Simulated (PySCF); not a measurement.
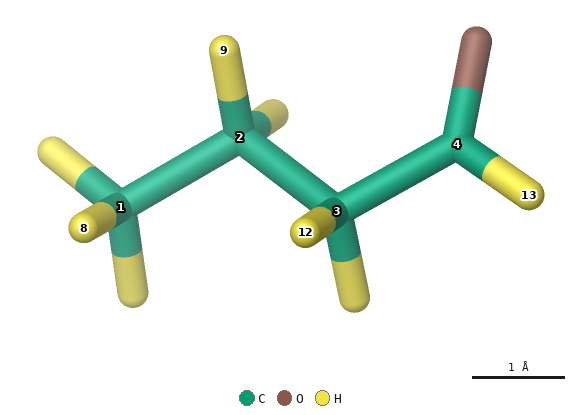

This is the input geometry for a relaxation of C$_{4}$H$_{8}$O. A stick model, seen at a tilt.

The start comes from MMFF94s.

Theory: PBE0-D3(BJ)/def2-SVP geometry optimisation, gas phase in PySCF.

```xyz
13

C    -1.6952   -0.0478    0.6551
C    -0.2652   -0.5142    0.4369
C     0.5426    0.5100   -0.3513
C     1.9686    0.0712   -0.5825
O     2.4469   -0.9873   -0.1894
H    -2.2561   -0.7972    1.2221
H    -1.7200    0.8917    1.2165
H    -2.2068    0.1086   -0.3000
H    -0.2744   -1.4732   -0.0949
H     0.2084   -0.6967    1.4090
H     0.5748    1.4656    0.1832
H     0.0882    0.6829   -1.3328
H     2.5881    0.7865   -1.1506
```

> What does the optimiser find from here?

After 8 geometry steps the energy has fallen by 5.59 kJ/mol. The largest force component goes from 1.7 to 0.012 eV/Å. The largest move after the best rigid fit is that of O5, 0.038 Å. Largest moves by element: O 0.038 Å, H 0.033 Å, C 0.030 Å. Near-neighbour distances that change, for instance: C4–O5 1.226 → 1.202 Å, C4–H13 1.104 → 1.123 Å, C3–H11 1.095 → 1.107 Å, C3–C4 1.510 → 1.501 Å. Among the angles between lasting bonds that change: H11–C3–H12 108.2° → 104.1°.

Final geometry:

```xyz
13

C    -1.7062   -0.0509    0.6650
C    -0.2784   -0.5164    0.4338
C     0.5542    0.4822   -0.3486
C     1.9778    0.0633   -0.5753
O     2.4634   -0.9589   -0.1708
H    -2.2844   -0.7968    1.2305
H    -1.7355    0.8924    1.2342
H    -2.2331    0.1238   -0.2872
H    -0.2710   -1.4804   -0.1007
H     0.2208   -0.7173    1.3956
H     0.5857    1.4697    0.1519
H     0.1127    0.6966   -1.3411
H     2.5941    0.7929   -1.1658
```
